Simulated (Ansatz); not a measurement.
**GaH− (quartet): correlated methods under varied settings at distance Ga1–H2 = 1.305 Å**

What do other methods and options give for GaH− (quartet) at this geometry, and how long do they take?

Computed with Ansatz 0.2.0, Gaussian basis. Level: the settings change from run to run.

16 further runs of the same task are left out: 1 for a known fault of the program, 12 that didn't finish, 3 set aside as unsound or not needed. Runs told in other sessions of the task aren't counted.

### Step 1. What is computed

The geometry derives from a PBE0/def2-TZVPD stationary point (not a proven minimum). One bond is set to the value named and the two fragments are kept rigid. No spin-orbit coupling is included. The filled d shell of Ga may be among the frozen orbitals whatever the setting's name suggests.

2 atoms, charge -1, spin multiplicity 4.

Atoms are counted from 1 here; the program's logs count them from 0.

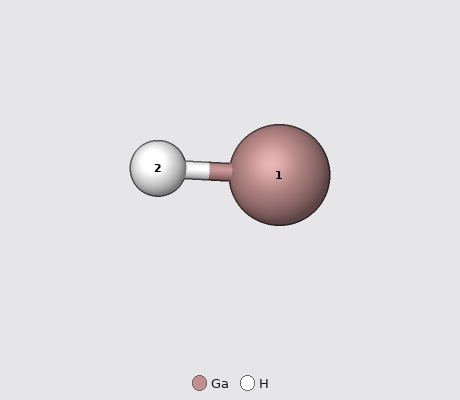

The structure; gallium pink, hydrogen white; atoms are numbered from 1 in the order of the file.

As a file:

```xyz
2

Ga    0.0000    0.0000    0.0000
H     0.0000    0.0000    1.3050
```

### Step 2. CCSD(T) on UHF/def2-SVP

in.yaml reads:

```yaml
crystal:
  periodic: [false, false, false]
  atoms:
    - {symbol: Ga, position_ang: [0.000000, 0.000000, 0.000000]}
    - {symbol: H, position_ang: [0.000000, 0.000000, 1.305000]}
basis:
  gaussian: {orbitals: def2-SVP}
total_charge: -1
magnetization: {spin_polarized: true, initial_magnetization: 3}
correlation: {method: ccsd_t, electrons: all, diis_vectors: 4}
scf: {lower_state_search: off}
```

Command:

```console
ansatz run in.yaml --threads 1 --pin off --events-out ev --progress --plain --max-ram 2393MiB
```

The program printed:

```text
Functional definition: HF
  name "HF"
  cite "Fock, Z. Phys. 61, 126 (1930) doi:10.1007/BF01340294"
  parent pbe
  exchange = exact_x
  correlation = 0
these checks for a lower state are left out or cut short: stability, starts, cluster_reference, orbital_swaps, neighbouring_geometries, increment
372 factors; integrals over basis functions are off by at most 1.3e-3 eV
mean field evaluation 1: about -52338.9746 eV, gradient 1.1e1 eV
mean field evaluation 2: about -52338.9757 eV, gradient 1.1e1 eV
mean field evaluation 4: about -52340.1260 eV, gradient 2.3e0 eV
mean field evaluation 8: about -52340.2858 eV, gradient 1.6e-1 eV
mean field -52340.28647493 eV, -1923.4700504332 hartree, gradient 1.6e-6 eV, S^2 3.753706; 0 other end points of the search recorded, 0 dependent functions left out
reference -52340.28647493 eV, -1923.4700504332 hartree; 18, 15 occupied and 19, 22 virtual orbitals, 372 factors
second order -6.17402045 eV of doubles, -0.00000000 eV of singles
cycle   1  -5.59559955 eV  change    5.8e-1 eV  update   7.9e-2
cycle   2  -5.91019475 eV  change   -3.1e-1 eV  update   2.9e-2
cycle   3  -5.95199800 eV  change   -4.2e-2 eV  update   1.4e-2
cycle   4  -5.94627550 eV  change    5.7e-3 eV  update   5.0e-3
cycle   5  -5.94973915 eV  change   -3.5e-3 eV  update   2.3e-3
cycle   6  -5.94950974 eV  change    2.3e-4 eV  update   7.2e-4
cycle   7  -5.94978877 eV  change   -2.8e-4 eV  update   2.6e-4
cycle   8  -5.94990662 eV  change   -1.2e-4 eV  update   8.6e-5
cycle   9  -5.94996232 eV  change   -5.6e-5 eV  update   3.3e-5
cycle  10  -5.94996269 eV  change   -3.7e-7 eV  update   1.4e-5
perturbative correction -0.21804147 eV, -0.0080128762 hartree
Total energy: -52346.45447909 eV, -1923.6967204054 hartree
Checks for a lower state left out: stability, starts, cluster_reference, orbital_swaps, neighbouring_geometries, increment
```

Wall time 2.2 s (1 thread of Arm Neoverse V1, shared host).

From the report: ⟨S²⟩ of the determinant 3.754 (pure quartet: 3.75); correlation -6.1680 eV; T1 0.010; largest double amplitude 0.04.

### Step 3. BCCD on ROHF/def2-SVP

in.yaml reads:

```yaml
crystal:
  periodic: [false, false, false]
  atoms:
    - {symbol: Ga, position_ang: [0.000000, 0.000000, 0.000000]}
    - {symbol: H, position_ang: [0.000000, 0.000000, 1.305000]}
basis:
  gaussian: {orbitals: def2-SVP}
total_charge: -1
magnetization: {spin_polarized: false, initial_magnetization: 3}
correlation: {method: bccd, electrons: valence}
accuracy: high
```

The command is unchanged.

The program printed, shortened:

```text
Functional definition: HF
  name "HF"
  cite "Fock, Z. Phys. 61, 126 (1930) doi:10.1007/BF01340294"
  parent pbe
[...]
595 factors; integrals over basis functions are off by at most 4.2e-9 eV
[...]
mean field -52340.24433338 eV, -1923.4685017599 hartree, gradient 9.1e-9 eV, S^2 3.750000; 0 other end points of the search recorded, 0 dependent functions left out
[...]
9 core orbitals not correlated: weight in the atoms' cores, before any rotation towards them, 1.000 or more for the frozen orbitals, at most 0.000 for the correlated occupied ones
reference -52340.24433338 eV, -1923.4685017599 hartree; 9, 6 occupied and 19, 22 virtual orbitals, 595 factors
second order -5.20422263 eV of doubles, -0.02727792 eV of singles
cycle   1  -4.86152276 eV  change    3.7e-1 eV  update   7.2e-2
[...]
cycle  20  -5.16021631 eV  change  -8.0e-10 eV  update   1.2e-9
Total energy: -52345.40454969 eV, -1923.6581362115 hartree
```

It took 1.5 s on 1 thread of Arm Neoverse V1, shared host.

From the report: correlation -5.1602 eV; largest double amplitude 0.04.

### Step 4. MRCISD+Q(3,7)/aug-cc-pVDZ

in.yaml reads:

```yaml
crystal:
  periodic: [false, false, false]
  atoms:
    - {symbol: Ga, position_ang: [0.000000, 0.000000, 0.000000]}
    - {symbol: H, position_ang: [0.000000, 0.000000, 1.305000]}
basis:
  gaussian: {orbitals: aug-cc-pVDZ, fitting: {mean_field: def2-universal-jkfit}, point_charges: [{charge: 1.00, position_ang: [3.215, -0.674, 0.808]}]}
total_charge: -1
magnetization: {spin_polarized: false, initial_magnetization: 3}
correlation: {method: fic_mrcisd_q, electrons: outside_noble_gas, active_space: {window: {electrons: 3, orbitals: 7}}}
```

Same command.

The program printed, shortened:

```text
Functional definition: HF
  name "HF"
  cite "Fock, Z. Phys. 61, 126 (1930) doi:10.1007/BF01340294"
  parent pbe
[...]
284 factors; integrals over basis functions are off by at most 2.8e-1 eV
[...]
mean field -52352.30876420 eV, -1923.9118614149 hartree, gradient 1.7e-6 eV, S^2 3.750000; 4 other end points of the search recorded, 0 dependent functions left out
reference -52352.30876420 eV, -1923.9118614149 hartree; 18, 15 occupied and 27, 30 virtual orbitals, 284 factors
state -52352.46978396 eV, -1923.9177787819 hartree
contracted CI cycle   1: correlation 0.00000000 eV, 0.0000000000 hartree, residual 7.80e0 eV
contracted CI cycle   2: correlation -1.27250363 eV, -0.0467636459 hartree, residual 1.32e0 eV
contracted CI cycle   3: correlation -1.32517295 eV, -0.0486992078 hartree, residual 4.14e-1 eV
contracted CI cycle   4: correlation -1.33077764 eV, -0.0489051761 hartree, residual 1.42e-1 eV
contracted CI cycle   5: correlation -1.33144629 eV, -0.0489297487 hartree, residual 4.39e-2 eV
contracted CI cycle   6: correlation -1.33151485 eV, -0.0489322683 hartree, residual 1.61e-2 eV
contracted CI cycle   7: correlation -1.33152274 eV, -0.0489325583 hartree, residual 4.39e-3 eV
contracted CI cycle   8: correlation -1.33152337 eV, -0.0489325811 hartree, residual 1.29e-3 eV
contracted CI cycle   9: correlation -1.33152342 eV, -0.0489325831 hartree, residual 3.51e-4 eV
state -52352.46978396 eV, -1923.9177787819 hartree; corrected -52353.86045190 eV, -1923.9688848860 hartree
Total energy: -52353.86045190 eV, -1923.9688848860 hartree
```

It took 3 s on 1 thread of Arm Neoverse V1, shared host.

From the report: 35 determinants; active occupations 1.00, 0.99, 0.99, 0.01, 0.01, 0.00, 0.00.

### Step 5. NEVPT4(SD)(5,7)/aug-cc-pVDZ

in.yaml reads:

```yaml
crystal:
  periodic: [false, false, false]
  atoms:
    - {symbol: Ga, position_ang: [0.000000, 0.000000, 0.000000]}
    - {symbol: H, position_ang: [0.000000, 0.000000, 1.305000]}
basis:
  gaussian: {orbitals: aug-cc-pVDZ}
total_charge: -1
magnetization: {spin_polarized: false, initial_magnetization: 3}
correlation: {method: fic_nevpt4_sd, electrons: outside_noble_gas, active_space: {window: {electrons: 5, orbitals: 7}}}
scf: {lower_state_search: full}
```

Same command.

The program printed, shortened:

```text
Functional definition: HF
  name "HF"
  cite "Fock, Z. Phys. 61, 126 (1930) doi:10.1007/BF01340294"
  parent pbe
[...]
493 factors; integrals over basis functions are off by at most 6.5e-4 eV
[...]
mean field -52346.43871054 eV, -1923.6961409216 hartree, gradient 5.3e-6 eV, S^2 3.750000; 8 other end points of the search recorded, 0 dependent functions left out
reference -52346.43871054 eV, -1923.6961409216 hartree; 18, 15 occupied and 27, 30 virtual orbitals, 493 factors
state -52347.15106353 eV, -1923.7223194112 hartree
state -52347.15106353 eV, -1923.7223194112 hartree; corrected -52348.02251173 eV, -1923.7543445421 hartree
Total energy: -52348.02251173 eV, -1923.7543445421 hartree
```

Run time: 4.4 s. Hardware: 1 thread of Arm Neoverse V1, shared host.

From the report: 68 determinants; active occupations 1.97, 1.00, 1.00, 1.00, 0.02, 0.01, 0.01.

### Step 6. CCSDT on ROHF/cc-pVTZ

in.yaml reads:

```yaml
crystal:
  periodic: [false, false, false]
  atoms:
    - {symbol: Ga, position_ang: [0.000000, 0.000000, 0.000000]}
    - {symbol: H, position_ang: [0.000000, 0.000000, 1.305000]}
basis:
  gaussian: {orbitals: cc-pVTZ}
total_charge: -1
magnetization: {spin_polarized: false, initial_magnetization: 3}
correlation: {method: ccsdt, electrons: outside_noble_gas}
```

The command is unchanged.

The program printed, shortened:

```text
Functional definition: HF
  name "HF"
  cite "Fock, Z. Phys. 61, 126 (1930) doi:10.1007/BF01340294"
  parent pbe
[...]
621 factors; integrals over basis functions are off by at most 2.7e-7 eV
[...]
mean field -52348.17145238 eV, -1923.7598180099 hartree, gradient 5.0e-6 eV, S^2 3.750000; 1 other end points of the search recorded, 0 dependent functions left out
[...]
determinant -52348.17145238 eV, -1923.7598180099 hartree, with singles and doubles -52349.94816783 eV, -1923.8251110984 hartree
determinant -52344.95317828 eV, -1923.6415486181 hartree, with singles and doubles -52346.66007080 eV, -1923.7042757613 hartree
14 core orbitals not correlated: weight in the atoms' cores, before any rotation towards them, 0.994 or more for the frozen orbitals, at most 0.004 for the correlated occupied ones
reference -52348.17145238 eV, -1923.7598180099 hartree; 4, 1 occupied and 39, 42 virtual orbitals, 621 factors
second order -1.38083687 eV of doubles, -0.00874427 eV of singles
cycle   1  -1.64045744 eV  change   -2.5e-1 eV  update   5.0e-2
[...]
cycle  13  -1.81436306 eV  change    3.2e-7 eV  update   2.7e-7
Total energy: -52349.98581544 eV, -1923.8264946227 hartree
```

It took 4.6 s on 1 thread of Arm Neoverse V1, shared host.

From the report: correlation -1.8144 eV; T1 0.023; largest double amplitude 0.06.

### Step 7. CCSDT(Q)/B on UHF/cc-pVTZ

in.yaml reads:

```yaml
crystal:
  periodic: [false, false, false]
  atoms:
    - {symbol: Ga, position_ang: [0.000000, 0.000000, 0.000000]}
    - {symbol: H, position_ang: [0.000000, 0.000000, 1.305000]}
basis:
  gaussian: {orbitals: cc-pVTZ}
total_charge: -1
magnetization: {spin_polarized: true, initial_magnetization: 3}
correlation: {method: ccsdt_q_b, electrons: outside_noble_gas, diis_vectors: 12}
scf: {omitted_lower_state_checks: [cluster_reference]}
```

Launched as before.

The program printed, shortened:

```text
Functional definition: HF
  name "HF"
  cite "Fock, Z. Phys. 61, 126 (1930) doi:10.1007/BF01340294"
  parent pbe
[...]
621 factors; integrals over basis functions are off by at most 2.7e-7 eV
[...]
mean field -52348.21259928 eV, -1923.7613301307 hartree, gradient 7.5e-6 eV, S^2 3.753344; 0 other end points of the search recorded, 0 dependent functions left out
14 core orbitals not correlated: weight in the atoms' cores, before any rotation towards them, 0.994 or more for the frozen orbitals, at most 0.004 for the correlated occupied ones
reference -52348.21259928 eV, -1923.7613301307 hartree; 4, 1 occupied and 39, 42 virtual orbitals, 621 factors
second order -1.37331085 eV of doubles, -0.00000000 eV of singles
cycle   1  -1.62325028 eV  change   -2.5e-1 eV  update   5.0e-2
[...]
cycle  13  -1.79753620 eV  change    1.8e-7 eV  update   2.2e-7
perturbative correction -0.00082193 eV, -0.0000302055 hartree
Total energy: -52350.01095742 eV, -1923.8274185731 hartree
Checks for a lower state left out: cluster_reference
```

Run time: 9.5 s. Hardware: 1 thread of Arm Neoverse V1, shared host.

From the report: ⟨S²⟩ of the determinant 3.753 (pure quartet: 3.75); correlation -1.7984 eV; T1 0.022; largest double amplitude 0.06.

### Step 8. The runs in one table

Where basis and cores are those of an earlier FCI/aug-cc-pVDZ run (-52348.1098 eV), and the records show the same count of frozen orbitals and kind of state, the miss against it is given; a blank cell means that this couldn't be shown.

```
                                            level         correlated  functions  energy (eV)  from FCI (meV)   time
                          CCSD(T) on UHF/def2-SVP                all         37  -52346.4545                  2.2 s
                            BCCD on ROHF/def2-SVP            valence         37  -52345.4045                  1.5 s
MRCISD+Q(3,7)/aug-cc-pVDZ (beside a point charge)  outside noble gas         45  -52353.8605                    3 s
                      NEVPT4(SD)(5,7)/aug-cc-pVDZ  outside noble gas         45  -52348.0225            87.3  4.4 s
                            CCSDT on ROHF/cc-pVTZ  outside noble gas         57  -52349.9858                  4.6 s
                        CCSDT(Q)/B on UHF/cc-pVTZ  outside noble gas         57  -52350.0110                  9.5 s
```

### Step 9. Results

```
quantity                             value
    runs                                 6
quickest      BCCD on ROHF/def2-SVP, 1.5 s
 slowest  CCSDT(Q)/B on UHF/cc-pVTZ, 9.5 s
```

Total energies in different bases, with other cores or another treatment of relativity can't be set against each other. «valence» and «outside noble gas» are the program's key words; the logs give how many orbitals each freezes, and for Ga to Kr the 3d shell needn't follow the word's plain sense. CCSDT(Q)/B on UHF/cc-pVTZ took 6 times as long as BCCD on ROHF/def2-SVP; the jobs differ in more than the method.
